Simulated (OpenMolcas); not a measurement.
**A workflow on C2 (SMILES [C]#[C])**

We compute a series of 10 runs (HF/ANO-XS-MB, CASSCF(8,8)/ANO-XS-VDZP, CASPT2(8,8)/ANO-XS-VDZP) of C2. 

The calculation is run with OpenMolcas 26.06.

## (1) The molecule

C2: 2 atoms, total charge 0, spin state singlet. As SMILES, `[C]#[C]`. The shape is that of a PBE0-D4/def2-TZVP optimisation.

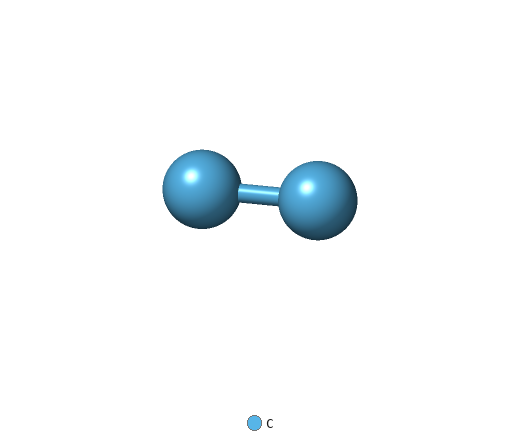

The structure, seen from a chosen angle (carbon blue).

## (2) A single-point energy at HF/ANO-XS-MB (DKH2) (run 1)

step1.input

```
&gateway
coord
2
bohr
C      0.00000000     0.00000000    -0.08069131
C      0.00000000     0.00000000     2.27420980
basis=ANO-XS-MB
group=NoSym
&seward
relativistic=R02E00
&scf
prorbitals=0
```

On the command line:

```console
$ export MOLCAS_MEM=1860
$ pymolcas step1.input > step1.log
```

What it wrote:

```text
--- Start Module: gateway ---
[...]
--- Stop Module: gateway /rc=_RC_ALL_IS_WELL_ ---
--- Start Module: seward ---
[...]
      Basis functions           10
--- Stop Module: seward /rc=_RC_ALL_IS_WELL_ ---
--- Start Module: scf ---
[...]
       Convergence after   7 Iterations
[...]
::    Total SCF energy                                -75.2813760466
[...]
      Total spin, S                                     0.0000000000
[...]
      Total electronic charge=   12.000000
      Total            charge=   -0.000000
[...]
      Dipole Moment (debye):
      Origin of the operator (angstrom)=    0.0000    0.0000    0.5804
                   X=  6.6590E-14               Y= -3.5122E-14               Z=  3.2046E-11           Total=  3.2046E-11
      Quadrupole Moment (debye*angstrom):
[...]
--- Stop Module: scf /rc=_RC_ALL_IS_WELL_ ---
[...]
```

Wall time 1.5 s (1 thread of Arm Neoverse V2, shared host); peak memory 0.37 GiB.

## (3) The vertical excitations at CASSCF(8,8)/ANO-XS-VDZP (DKH2, 3 states averaged) (run 2)

step2.input

```
* C2 CASSCF

&GATEWAY
  Coord
  2
  bohr
  C      0.00000000     0.00000000    -0.08069131
  C      0.00000000     0.00000000     2.27420980
  Basis
  ANO-XS-MB
  Group
  NoSym

&SEWARD
  Relativistic
  R02E00

&RASSCF
  FileOrb
  $CurrDir/step1.ScfOrb
  Spin
  1
  Nactel
  8 0 0
  Inactive
  2
  Ras2
  8
  CIRoot
  3 3 1
  OrbListing
  Nothing
>>> COPY $Project.RunFile RUNFIL1
>>> COPY $Project.RasOrb INPORB

&GATEWAY
  Coord
  2
  bohr
  C      0.00000000     0.00000000    -0.08069131
  C      0.00000000     0.00000000     2.27420980
  Basis
  ANO-XS-VDZP
  Group
  NoSym

&SEWARD
  Relativistic
  R02E00
>>> COPY $Project.RunFile RUNFIL2

&EXPBAS

&RASSCF
  FileOrb
  $Project.ExpOrb
  Spin
  1
  Nactel
  8 0 0
  Inactive
  2
  Ras2
  8
  CIRoot
  3 3 1
  OrbListing
  Nothing
```

On the command line:

```console
$ export MOLCAS_MEM=1860
$ pymolcas step2.input > step2.log
```

What it wrote:

```text
--- Start Module: gateway ---
[...]
      Basis functions           10
[...]
      Number of active orbitals                  8
[...]
      Spin quantum number                      0.0
[...]
      Active orbitals                            8
[...]
      Number of CSFs                          1764
[...]
      Number of root(s) required                 3
[...]
      Convergence after  5 iterations
[...]
      Natural orbitals and occupation numbers for root  1
      sym 1:   1.986422   1.595080   1.887084   1.887084   0.398392   0.117150   0.117150   0.011640
      Natural orbitals and occupation numbers for root  2
      sym 1:   1.985023   1.927420   0.990443   1.923174   1.026032   0.040947   0.088688   0.018272
      Natural orbitals and occupation numbers for root  3
      sym 1:   1.985023   1.927420   1.923174   0.990443   1.026032   0.088688   0.040947   0.018272
      ************************************************************************************************************************
      *                                                    Final results                                                     *
[...]
::    RASSCF root number  1 Total energy:    -75.50433507
::    RASSCF root number  2 Total energy:    -75.40872410
::    RASSCF root number  3 Total energy:    -75.40872410
[...]
      Basis functions           28
[...]
      Convergence after  8 iterations
[...]
      Natural orbitals and occupation numbers for root  1
      sym 1:   1.983717   1.592902   1.895038   1.895038   0.402758   0.108436   0.108436   0.013676
      Natural orbitals and occupation numbers for root  2
      sym 1:   1.984111   1.935776   1.925008   0.989074   1.024022   0.084142   0.037201   0.020665
      Natural orbitals and occupation numbers for root  3
      sym 1:   1.984111   1.935776   0.989074   1.925008   1.024022   0.037201   0.084142   0.020665
      ************************************************************************************************************************
      *                                                    Final results                                                     *
[...]
::    RASSCF root number  1 Total energy:    -75.64046269
::    RASSCF root number  2 Total energy:    -75.57193284
::    RASSCF root number  3 Total energy:    -75.57193284
[...]
      Total electronic charge=   12.000000
      Total            charge=   -0.000000
[...]
      Dipole Moment (debye):
      Origin of the operator (angstrom)=    0.0000    0.0000    0.5804
                   X= -2.5407E-13               Y= -9.7418E-14               Z= -2.0871E-08           Total=  2.0871E-08
      Quadrupole Moment (debye*angstrom):
[...]
```

It took 5.1 s on 1 thread of Arm Neoverse V2, shared host; peak memory 0.37 GiB.

The roots found:

```
excited state  energy (eV)
            1        1.865
            2        1.865
```

Runs 3 to 9 aren't shown in full; the table further down has their settings and results.

## (4) The triplet: the energy at CASPT2(8,8)/ANO-XS-VDZP (DKH2, ipea shift 0.25 Eh, pt2 variant SS, sigma2 shift 0.5) (run 10)

step10.input

```
* C2 CASPT2

&GATEWAY
 Coord
 2
 angstrom
 C        0.000000       0.000000      -0.042700
 C        0.000000       0.000000       1.203460
 Basis = ANO-XS-VDZP
 Group = NoSym

&SEWARD
 Relativistic = R02E00

&RASSCF
 FileOrb = $CurrDir/step2.RasOrb
 Spin = 3
 Nactel = 8 0 0
 Inactive = 2
 Ras2 = 8
 OrbListing = Nothing

&CASPT2
 Sig2 = 0.5

&RASSI
 NrOfJobIphs = 1 all
 IphNames
 JOBMIX
 EJob
```

On the command line:

```console
$ export MOLCAS_MEM=1860
$ pymolcas step10.input > step10.log
```

What it wrote:

```text
--- Start Module: gateway ---
[...]
--- Stop Module: gateway /rc=_RC_ALL_IS_WELL_ ---
[...]
      Basis functions           28
[...]
      Number of active orbitals                  8
[...]
      Spin quantum number                      1.0
[...]
      Active orbitals                            8
[...]
      Number of CSFs                          2352
[...]
      Number of root(s) required                 1
[...]
      Convergence after  8 iterations
[...]
      printout of CI-coefficients larger than  0.05 for root  1
      energy=     -75.619828
      conf/sym  11111111     Coeff  Weight
             5  22u2u000  -0.94255 0.88840
            10  2u220u00   0.07835 0.00614
            65  ud22uu00   0.06012 0.00361
           134  2uu2d00u  -0.05058 0.00256
           180  22u0u020  -0.12290 0.01510
           251  220uuud0   0.09489 0.00900
[...]
      Natural orbitals and occupation numbers for root  1
      sym 1:   1.984562   1.911432   0.970706   1.924119   1.042985   0.066937   0.083749   0.015510
      ************************************************************************************************************************
      *                                                    Final results                                                     *
[...]
::    RASSCF root number  1 Total energy:    -75.61982836
[...]
      Total electronic charge=   12.000000
      Total            charge=   -0.000000
[...]
      Dipole Moment (debye):
      Origin of the operator (angstrom)=    0.0000    0.0000    0.5804
                   X=  2.2513E-14               Y=  2.3338E-14               Z= -2.5645E-10           Total=  2.5645E-10
      Quadrupole Moment (debye*angstrom):
[...]
--- Start Module: caspt2 ---
[...]
      E2 (Variational):          -0.1032039305
      Total energy:             -75.7230322928
[...]
      Reference weight:           0.96228
[...]
::    CASPT2 Root  1     Total energy:    -75.72303229
[...]
--- Stop Module: caspt2 /rc=_RC_ALL_IS_WELL_ ---
--- Start Module: rassi ---
[...]
 ###    WARNING: EJOB used when HEFF is available, possible                  ###
 ###    extra interaction between states is ignored!                         ###
 ###############################################################################
[...]
::    RASSI State    1     Total energy:     -75.72303229284360
[...]
  SPIN-FREE ENERGIES:
  (Shifted by EMIN (a.u.) =        -75.7230322928)
 SF State       Relative EMIN(au)   Rel lowest level(eV)    D:o, cm**(-1)      Abs_M
     1             0.0000000000        0.0000000000              0.0000         0.0
[...]
--- Stop Module: rassi /rc=_RC_ALL_IS_WELL_ ---
[...]
```

Wall time 2.6 s (1 thread of Arm Neoverse V2, shared host); peak memory 0.37 GiB.

## (5) The series

```
run                                                                                                    level     task   active rule  partner  energy (Eh)  dipole moment (D) of the reference  wall time
  1                                                                                      HF/ANO-XS-MB (DKH2)   energy             –     base   -75.281376                                0.00      1.5 s
  2                                                        CASSCF(8,8)/ANO-XS-VDZP (DKH2, 3 states averaged)  excited  full valence     base   -75.640463                                0.00      5.1 s
  3  CASPT2(8,8)/ANO-XS-VDZP (DKH2, ipea shift 0.25 Eh, pt2 variant MS, 3 states averaged, sigma2 shift 0.1)  excited  full valence     base   -75.739681                                0.00      4.5 s
  4                     CASPT2(8,8)/ANO-XS-VDZP (DKH2, ipea shift 0.25 Eh, pt2 variant SS, sigma2 shift 0.1)   energy  full valence  triplet            –                                   –      2.6 s
  5  CASPT2(8,8)/ANO-XS-VDZP (DKH2, ipea shift 0.25 Eh, pt2 variant MS, 3 states averaged, sigma2 shift 0.2)  excited  full valence     base   -75.739681                                0.00      4.5 s
  6                     CASPT2(8,8)/ANO-XS-VDZP (DKH2, ipea shift 0.25 Eh, pt2 variant SS, sigma2 shift 0.2)   energy  full valence  triplet            –                                   –      2.6 s
  7  CASPT2(8,8)/ANO-XS-VDZP (DKH2, ipea shift 0.25 Eh, pt2 variant MS, 3 states averaged, sigma2 shift 0.3)  excited  full valence     base   -75.739681                                0.00      4.5 s
  8                     CASPT2(8,8)/ANO-XS-VDZP (DKH2, ipea shift 0.25 Eh, pt2 variant SS, sigma2 shift 0.3)   energy  full valence  triplet            –                                   –      2.6 s
  9  CASPT2(8,8)/ANO-XS-VDZP (DKH2, ipea shift 0.25 Eh, pt2 variant MS, 3 states averaged, sigma2 shift 0.5)  excited  full valence     base   -75.739677                                0.00      4.5 s
 10                     CASPT2(8,8)/ANO-XS-VDZP (DKH2, ipea shift 0.25 Eh, pt2 variant SS, sigma2 shift 0.5)   energy  full valence  triplet            –                                   –      2.6 s
```

## (6) Summary of results

| quantity | value |
| --- | --- |
| run 9, CASPT2(8,8)/ANO-XS-VDZP: energy of the lowest of 3 roots | -75.73968 Eh |
| run 9, CASPT2(8,8)/ANO-XS-VDZP: dipole moment (CASSCF density) | 0.00 D |
| run 9, CASPT2(8,8)/ANO-XS-VDZP: lowest excitation energy within this active space | 1.53 eV |

**Reading.** In run 1 the basis is minimal, so the values are rough. All runs together took 35 s, the longest 5.1 s. 4 of the 10 runs ended normally but are set aside, since settings or state are in doubt.
